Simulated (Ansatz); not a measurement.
## ZrH3Cl3O2: nudged elastic band

The run: nudged elastic band of ZrH3Cl3O2. Method and program: RKS B3LYP/def2-SVP (Ansatz 0.2.0).

One setting was made poor on purpose. It belongs to a series of runs on one base structure; here: band between the two ends. Figures and captions count atoms from 1; the log counts them from 0 in places.

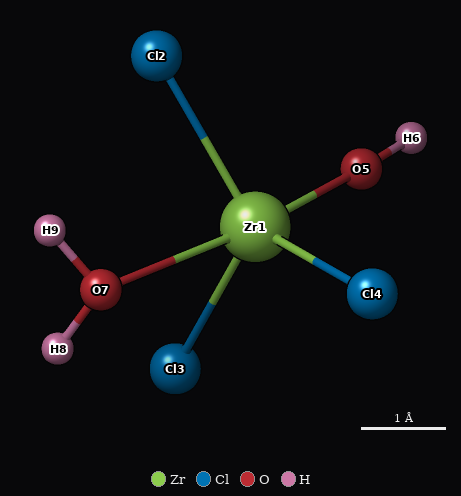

The starting structure (ball-and-stick view, seen at a tilt; atoms are numbered from 1 in the order of the input). Sticks mark near contacts.

Input file:
```yaml
crystal:
  periodic: [false, false, false]
  atoms:
    - { symbol: Zr, position_ang: [-0.037178, 0.070684, 0.262071] }
    - { symbol: Cl, position_ang: [-0.387667, -0.153871, 2.637562] }
    - { symbol: Cl, position_ang: [2.113368, -0.366653, -0.733896] }
    - { symbol: Cl, position_ang: [-1.325732, 1.745328, -0.814652] }
    - { symbol: O, position_ang: [-0.92896, -1.505138, -0.295377] }
    - { symbol: H, position_ang: [-1.342104, -2.336407, -0.542293] }
    - { symbol: O, position_ang: [1.300282, 1.828457, 1.154] }
    - { symbol: H, position_ang: [2.223139, 1.816016, 0.854627] }
    - { symbol: H, position_ang: [1.301651, 1.859785, 2.12396] }
basis:
  gaussian: { orbitals: def2-SVP }
hamiltonian:
  xc: b3lyp
neb:
  order_check: false
  images: 5
  f_tol: 0.05
  max_iterations: 60
  initial_path: linear
  final_atoms:
    - { symbol: Zr, position_ang: [0.39859066, 0.33513829, -0.49113445] }
    - { symbol: Cl, position_ang: [-0.77389216, 0.65200852, 3.28512091] }
    - { symbol: Cl, position_ang: [1.89402267, -0.03324587, -2.29136572] }
    - { symbol: Cl, position_ang: [-1.2464501, 1.91408174, -1.13850194] }
    - { symbol: O, position_ang: [-0.40753428, -1.31302541, 0.0007768] }
    - { symbol: H, position_ang: [-0.84148113, -2.05016825, 0.43851998] }
    - { symbol: O, position_ang: [1.4171038, 1.0554464, 1.0053996] }
    - { symbol: H, position_ang: [2.22496918, 1.48044741, 1.31532596] }
    - { symbol: H, position_ang: [0.25147037, 0.91751817, 2.52186086] }
```

Launch command:
```bash
ansatz run input.yaml --threads 4 --pin off --max-ram 5120MiB --backend cpu --events-out ev --progress --plain --runs-dir out
```

The program's output:
```
Engine: ansatz 0.2.0, aarch64-unknown-linux-gnu
Functional definition: B3LYP
  parameter a0 = 0.2
  parameter ax = 0.72
  parameter ac = 0.81
  exchange = (1 - a0 - ax)*slater_x + ax*b88_x + a0*exact_x
  correlation = (1 - ac)*vwn_rpa_c + ac*lyp_c
1311 factors; integrals over basis functions are off by at most 4.5e-4 eV
mean field evaluation 1: about -42977.8743 eV, gradient 7.2e1 eV
mean field evaluation 2: about -42905.4957 eV, gradient 2.0e2 eV
mean field evaluation 4: about -42986.8510 eV, gradient 1.4e1 eV
mean field evaluation 8: about -42987.2708 eV, gradient 5.0e-1 eV
mean field evaluation 16: about -42987.2715 eV, gradient 4.4e-5 eV
mean field -42987.27146111 eV, -1579.7530883766 hartree, gradient 4.4e-5 eV, S^2 0.000000; 0 other end points of the search recorded, 0 dependent functions left out
the calculation of the forces begins
reference -42987.27182327 eV, -1579.7531016859 hartree; 41, 41 occupied and 87, 87 virtual orbitals, 1311 factors
1313 factors; integrals over basis functions are off by at most 1.0e-3 eV
mean field evaluation 32: about -42986.4547 eV, gradient 7.7e-5 eV
mean field -42986.45465382 eV, -1579.7230712625 hartree, gradient 1.8e-5 eV, S^2 0.000000; 0 other end points of the search recorded, 0 dependent functions left out
[... from here on the field's lines of each further geometry are left out, up to the last ...]
NEB iter   1: max|band force component| = 5.745e0 eV/Å  barrier→ = 2.2688 eV  barrier← = 1.4520 eV  Δτ_max = 0.2000 Å  (201 SCF iters)
NEB iter   2: max|band force component| = 2.211e0 eV/Å  barrier→ = 1.0441 eV  barrier← = 0.2273 eV  Δτ_max = 0.2000 Å  (170 SCF iters)
NEB iter   3: max|band force component| = 1.580e0 eV/Å  barrier→ = 1.0245 eV  barrier← = 0.2077 eV  Δτ_max = 0.1404 Å  (158 SCF iters)
NEB iter   4: max|band force component| = 8.867e-1 eV/Å  barrier→ = 0.9848 eV  barrier← = 0.1680 eV  Δτ_max = 0.1969 Å  (160 SCF iters)
NEB iter   5: max|band force component| = 1.839e0 eV/Å  barrier→ = 0.9679 eV  barrier← = 0.1511 eV  Δτ_max = 0.1000 Å  (166 SCF iters)
NEB iter   6: max|band force component| = 2.877e-1 eV/Å  barrier→ = 0.9535 eV  barrier← = 0.1367 eV  CI = image 4  Δτ_max = 0.1872 Å  (157 SCF iters)
NEB iter   7: max|band force component| = 4.266e-1 eV/Å  barrier→ = 0.9373 eV  barrier← = 0.1205 eV  CI = image 4  Δτ_max = 0.0948 Å  (158 SCF iters)
NEB iter   8: max|band force component| = 1.525e-1 eV/Å  barrier→ = 0.9320 eV  barrier← = 0.1152 eV  CI = image 4  Δτ_max = 0.1290 Å  (161 SCF iters)
NEB iter   9: max|band force component| = 4.150e-1 eV/Å  barrier→ = 0.9307 eV  barrier← = 0.1139 eV  CI = image 4  Δτ_max = 0.0659 Å  (160 SCF iters)
NEB iter  10: max|band force component| = 1.208e-1 eV/Å  barrier→ = 0.9299 eV  barrier← = 0.1131 eV  CI = image 4  Δτ_max = 0.1326 Å  (162 SCF iters)
NEB iter  11: max|band force component| = 6.352e-1 eV/Å  barrier→ = 0.9293 eV  barrier← = 0.1125 eV  CI = image 4  Δτ_max = 0.0646 Å  (163 SCF iters)
NEB iter  12: max|band force component| = 1.132e-1 eV/Å  barrier→ = 0.9289 eV  barrier← = 0.1121 eV  CI = image 4  Δτ_max = 0.0758 Å  (164 SCF iters)
NEB iter  13: max|band force component| = 6.891e-2 eV/Å  barrier→ = 0.9288 eV  barrier← = 0.1120 eV  CI = image 4  Δτ_max = 0.0301 Å  (157 SCF iters)
NEB iter  14: max|band force component| = 5.446e-2 eV/Å  barrier→ = 0.9288 eV  barrier← = 0.1120 eV  CI = image 4  Δτ_max = 0.0140 Å  (151 SCF iters)
NEB iter  15: max|band force component| = 5.673e-2 eV/Å  barrier→ = 0.9288 eV  barrier← = 0.1120 eV  CI = image 4  Δτ_max = 0.0070 Å  (135 SCF iters)
the calculation of the forces begins
reference -42986.43238842 eV, -1579.7222530241 hartree; 41, 41 occupied and 87, 87 virtual orbitals, 1313 factors
1313 factors; integrals over basis functions are off by at most 1.1e-3 eV
mean field -42986.34270583 eV, -1579.7189572498 hartree, gradient 9.4e-6 eV, S^2 0.000000; 1 other end points of the search recorded, 0 dependent functions left out
the calculation of the forces begins
reference -42986.34306509 eV, -1579.7189704522 hartree; 41, 41 occupied and 87, 87 virtual orbitals, 1313 factors
NEB iter  16: max|band force component| = 3.652e-2 eV/Å  barrier→ = 0.9288 eV  barrier← = 0.1119 eV  CI = image 4  Δτ_max = 0.0000 Å  (288 SCF iters)
```

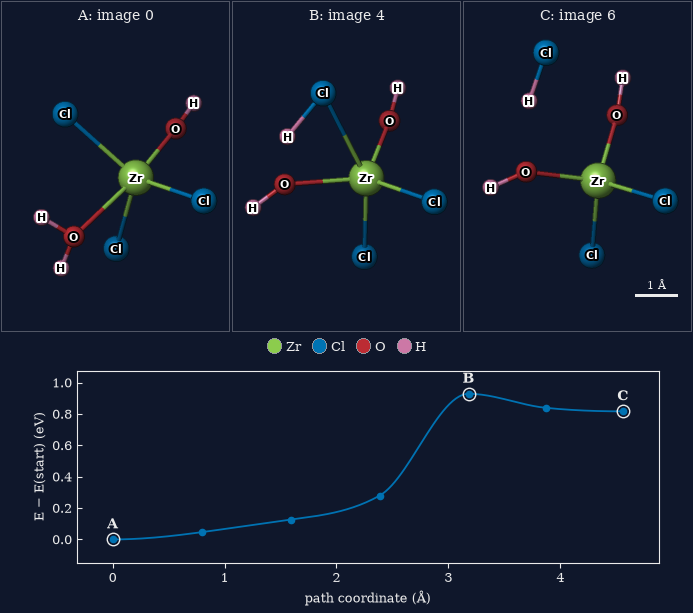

Images of the last band (counted from 0; ball-and-stick, seen at a tilt) above the energy along the path; the line is a cubic interpolation that uses the forces. The highest image is number 4, 0.929 eV above the start and 0.112 eV above the end (the climbing image); the end lies 0.817 eV above the start. The path is 4.56 Å long. The band converged in 16 iterations.

```
Total energy: -42986.34306509 eV, -1579.7189704522 hartree
Atom 0 at     0.204643     0.370328    -0.128727 Å, force    -0.001277    -0.001429    -0.001417 eV/Å
Atom 1 at    -0.915898     0.799897     2.512309 Å, force    -0.000433     0.000685    -0.000979 eV/Å
Atom 2 at     1.882637     0.226871    -1.797809 Å, force     0.000414     0.000283    -0.000283 eV/Å
Atom 3 at    -1.349060     1.896342    -1.058717 Å, force    -0.000222    -0.000072    -0.000449 eV/Å
Atom 4 at    -0.460686    -1.403754    -0.044985 Å, force    -0.000526     0.001532     0.004406 eV/Å
Atom 5 at    -0.825246    -2.273958     0.136717 Å, force     0.000819    -0.000601    -0.003059 eV/Å
Atom 6 at     1.482736     1.046657     1.326045 Å, force    -0.000285     0.000768     0.002474 eV/Å
Atom 7 at     2.424472     1.238900     1.419135 Å, force     0.000487    -0.000497    -0.001622 eV/Å
Atom 8 at     0.473201     1.056918     2.282035 Å, force     0.001023    -0.000669     0.000928 eV/Å
Dipole moment:     0.359945    -0.388778     0.440291 e Å
this run last wrote the band of iteration 16 to [file]
```

The last band as extended XYZ (Å, eV, eV/Å):
```
9
Properties=species:S:1:pos:R:3:forces:R:3 image=0 energy=-42987.27146
Zr   -0.0372    0.0707    0.2621   -0.0047  -0.0062  -0.0018
Cl   -0.3877   -0.1539    2.6376   -0.0034  -0.0024   0.0000
Cl    2.1134   -0.3667   -0.7339    0.0005  -0.0027  -0.0025
Cl   -1.3257    1.7453   -0.8147   -0.0026   0.0022   0.0012
O    -0.9290   -1.5051   -0.2954    0.0047   0.0047   0.0023
H    -1.3421   -2.3364   -0.5423    0.0018   0.0006   0.0004
O     1.3003    1.8285    1.1540   -0.0019   0.0019  -0.0022
H     2.2231    1.8160    0.8546    0.0075  -0.0019  -0.0019
H     1.3017    1.8598    2.1240   -0.0020   0.0039   0.0044
9
Properties=species:S:1:pos:R:3:forces:R:3 image=1 energy=-42987.22517
Zr   -0.0873    0.1855    0.1856   -0.0183  -0.0092   0.0383
Cl   -0.6811    0.0958    2.5410    0.0213  -0.0407   0.0122
Cl    1.9962   -0.1196   -1.0139    0.0265  -0.0296   0.0373
Cl   -1.4182    1.7970   -0.9171    0.0187   0.0025   0.0126
O    -0.8497   -1.4901   -0.2596   -0.0208   0.0075  -0.0198
H    -1.1233   -2.4084   -0.3291   -0.0169  -0.0013  -0.0242
O     1.4018    1.6500    1.2483    0.0009   0.0238  -0.0086
H     2.3306    1.5933    0.9724   -0.0002   0.0265  -0.0188
H     1.3478    1.6548    2.2184   -0.0111   0.0204  -0.0291
9
Properties=species:S:1:pos:R:3:forces:R:3 image=2 energy=-42987.14531
Zr   -0.1028    0.2735    0.1085   -0.0072  -0.0070   0.0187
Cl   -0.9438    0.4051    2.4056   -0.0010  -0.0355   0.0100
Cl    1.9122    0.1594   -1.2449    0.0198  -0.0205   0.0421
Cl   -1.4876    1.7831   -1.0649    0.0062  -0.0043   0.0014
O    -0.7181   -1.4896   -0.2023   -0.0235  -0.0004  -0.0014
H    -0.9985   -2.4044   -0.1167   -0.0191  -0.0082  -0.0414
O     1.4885    1.3843    1.3416   -0.0084   0.0273  -0.0128
H     2.4320    1.4066    1.1195    0.0000   0.0121  -0.0279
H     1.3349    1.4403    2.2995    0.0331   0.0366   0.0114
9
Properties=species:S:1:pos:R:3:forces:R:3 image=3 energy=-42986.99225
Zr   -0.0372    0.3470   -0.0126   -0.1388   0.0054   0.0893
Cl   -1.0076    0.6915    2.2955   -0.0935  -0.0771  -0.1507
Cl    1.8385    0.2964   -1.5334   -0.0008   0.0530   0.1921
Cl   -1.4756    1.8307   -1.1514   -0.0660  -0.0321  -0.0733
O    -0.5591   -1.4669   -0.1088   -0.0645  -0.0435  -0.0402
H    -0.8922   -2.3364    0.1269   -0.0461  -0.0445  -0.0457
O     1.5203    1.1398    1.3800    0.0106   0.0377   0.0144
H     2.4796    1.2560    1.4033    0.0393   0.0083   0.0237
H     1.0500    1.2001    2.2466    0.3598   0.0928  -0.0097
9
Properties=species:S:1:pos:R:3:forces:R:3 image=4 energy=-42986.34271
Zr    0.2046    0.3703   -0.1287   -0.0013  -0.0014  -0.0014
Cl   -0.9159    0.7999    2.5123   -0.0004   0.0007  -0.0010
Cl    1.8826    0.2269   -1.7978    0.0004   0.0003  -0.0003
Cl   -1.3491    1.8963   -1.0587   -0.0002  -0.0001  -0.0004
O    -0.4607   -1.4038   -0.0450   -0.0005   0.0015   0.0044
H    -0.8252   -2.2740    0.1367    0.0008  -0.0006  -0.0031
O     1.4827    1.0467    1.3260   -0.0003   0.0008   0.0025
H     2.4245    1.2389    1.4191    0.0005  -0.0005  -0.0016
H     0.4732    1.0569    2.2820    0.0010  -0.0007   0.0009
9
Properties=species:S:1:pos:R:3:forces:R:3 image=5 energy=-42986.43203
Zr    0.3925    0.3714   -0.3291    0.0202  -0.0019  -0.0217
Cl   -1.0916    0.7502    2.8219   -0.0218  -0.0023   0.0452
Cl    1.9869    0.2047   -2.0660    0.0083  -0.0106  -0.0374
Cl   -1.2483    1.9335   -1.0321    0.0134   0.0062   0.0052
O    -0.3273   -1.3710   -0.0812    0.0118   0.0085   0.0047
H    -0.7295   -2.2023    0.1843    0.0034   0.0103   0.0102
O     1.4472    1.0133    1.1994    0.0046  -0.0074  -0.0289
H     2.3364    1.2613    1.4781   -0.0092   0.0027   0.0011
H     0.1505    0.9971    2.4708   -0.0308  -0.0053   0.0216
9
Properties=species:S:1:pos:R:3:forces:R:3 image=6 energy=-42986.45465
Zr    0.5066    0.3846   -0.4757   -0.0001  -0.0046  -0.0065
Cl   -1.0725    0.5011    3.1613   -0.0102  -0.0008   0.0052
Cl    2.1948    0.1272   -2.1178   -0.0085   0.0048   0.0068
Cl   -1.0923    1.9660   -1.2248    0.0026  -0.0022  -0.0007
O    -0.3126   -1.2980   -0.1505    0.0113   0.0116  -0.0131
H    -0.7755   -2.0622    0.2032   -0.0129  -0.0149   0.0113
O     1.3423    1.0487    1.1541    0.0199   0.0120  -0.0002
H     2.1029    1.4714    1.5692   -0.0150  -0.0073   0.0039
H     0.0232    0.8194    2.5270    0.0129   0.0014  -0.0068
```

Results in brief:

| quantity | value |
| --- | --- |
| outcome | converged |
| barrier, forward | 0.929 eV |
| barrier, backward | 0.112 eV |
| hardware | 4 threads of Arm Neoverse V1, 24 GiB of memory available, shared host |
| wall time | 4.1 min (CPU time 16 min) |
| peak memory | 0.37 GiB |

Remarks:

A deliberately poor setting: straight start. The order of the saddle point was not checked.
